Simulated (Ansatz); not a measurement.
Consider AlN in the wurtzite structure (space group P6_3mc, No. 186; a = 3.130 Å, c = 5.018 Å). Axes: x lies along a and z along c of the hexagonal cell.

Perturbation: uniaxial strain ε_zz = +0.60 %, all other strain components held at zero, atoms relaxed at fixed cell.

The values are results of DFT with PBE, PAW potentials and a 420 eV plane-wave cutoff in Ansatz (a quantum-chemistry and plane-wave program), without spin-orbit coupling, not measurements.

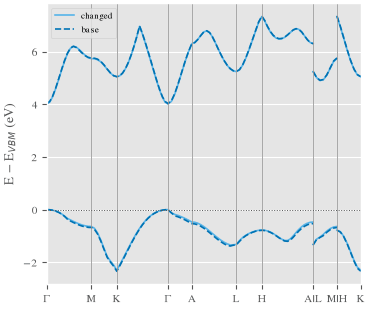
Fig. 1. Highest valence and lowest conduction band along the path, each from its own valence-band maximum

Q: Read the changed gap and its character from the plot.

A: About 4.0 eV, direct at Γ.

No phonon test of stability was made.
